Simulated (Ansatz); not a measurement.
**HO4W (doublet): density, localisation and related maps**

Input file:

```
crystal:
  periodic: [false, false, false]
  atoms:
    - {symbol: W, position_ang: [0.195390, 0.284724, 0.224808]}
    - {symbol: O, position_ang: [0.118062, 0.259508, 1.968456]}
    - {symbol: O, position_ang: [2.005103, 0.491801, -0.124539]}
    - {symbol: O, position_ang: [-0.613187, 1.687466, -0.374447]}
    - {symbol: O, position_ang: [-0.525573, -1.307248, -0.496967]}
    - {symbol: H, position_ang: [-1.179795, -1.416253, -1.197310]}
basis:
  gaussian: {orbitals: def2-TZVPD, initial_orbitals: start.molden}
magnetization: {spin_polarized: true, initial_magnetization: 1}
hamiltonian: {xc: pbe0, dispersion: d4}
scf: {omitted_lower_state_checks: [starts]}
output: {orbitals: {seedname: orbitals}}
```

Run with:

```sh
ansatz run in.yaml --threads 4 --pin off --events-out ev --progress --plain --max-ram 3916MiB
```

Geometry: r2SCAN-D4/def2-SVPD; core potentials replace the inner electrons of W.

These are results of Ansatz 0.2.0, UKS PBE0-D4/def2-TZVPD, not measurements.

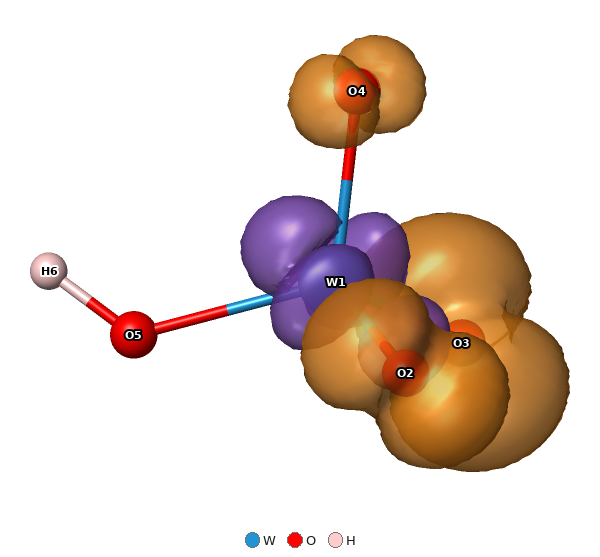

Figure 1. Isosurfaces of the spin density at +0.03 (orange) and −0.03 e/Å³ (purple), seen at a tilt.

**Where is the unpaired spin?**

The unpaired spin (1 electron) lies mostly on O3 (about 0.8) and O2 (about 0.3), in electrons by Hirshfeld's partition, with opposite, polarisation-induced spin on W1.

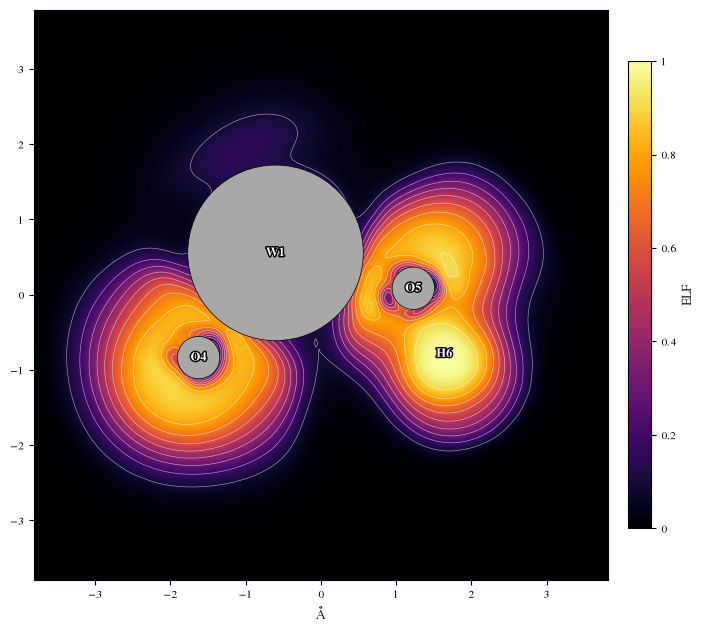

Figure 2. Electron localisation function on the plane of atoms O4, W1 and O5. Grey discs cover the atomic cores.

**Read the bonding off the picture.**

- The plane passes through W, O and H nuclei.
- W–O (1.73 Å): the ELF peaks at about 0.80 in the valence shell of O, 0.5 Å from its nucleus, and drops to about 0.35 between the two atoms.
- O–H (0.96 Å): the ELF climbs to about 1 towards the hydrogen, as it does in any bond to H (a covalent bond by its length).

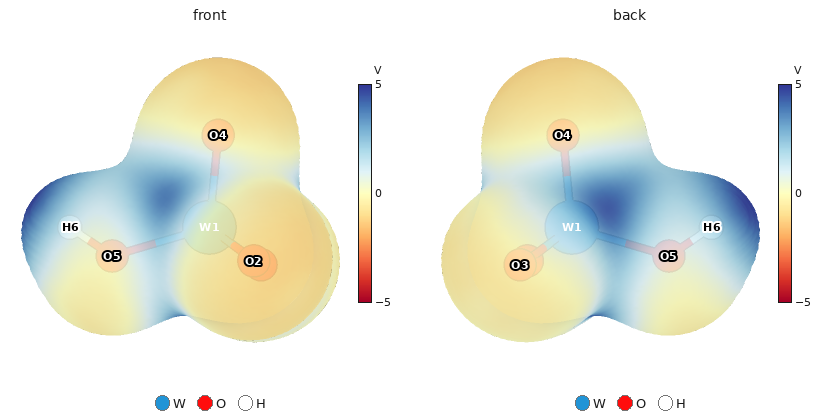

Figure 3. The molecular electrostatic potential painted on the density surface at 0.004 e/bohr³, seen from the front and from behind; the colour scale runs from red (negative) to blue (positive).

**Where is the surface potential most negative and most positive?**

The most negative region (about −1.2 V, or −28 kcal/mol for a unit charge) lies over O2 and O4, the most positive (about +4.8 V, or +111 kcal/mol for a unit charge) over H6.

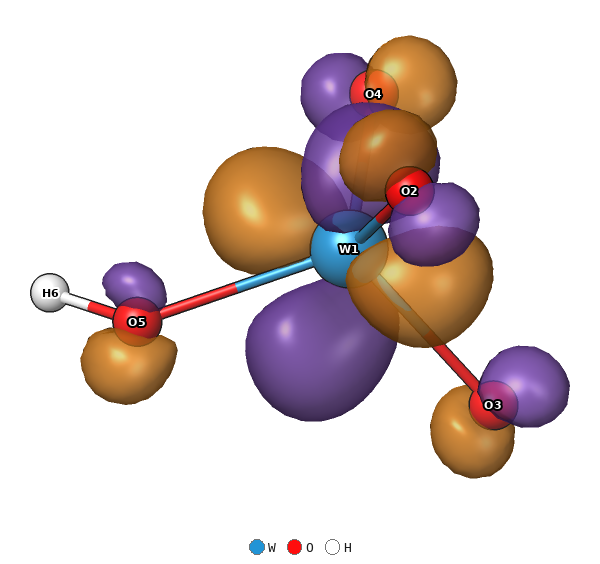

Figure 4. One frontier orbital at ±0.2 Å⁻³ᐟ² (orange and purple are the two phases), seen at an oblique angle.

**Which orbital is it: HOMO (α) or LUMO (α)?**

The LUMO (α), at −2.05 eV. By Hirshfeld shares it lies mainly on W1 (about 60 %), O2 (about 10 %), O4 (about 10 %), O3 (about 10 %) and O5 (about 5 %).
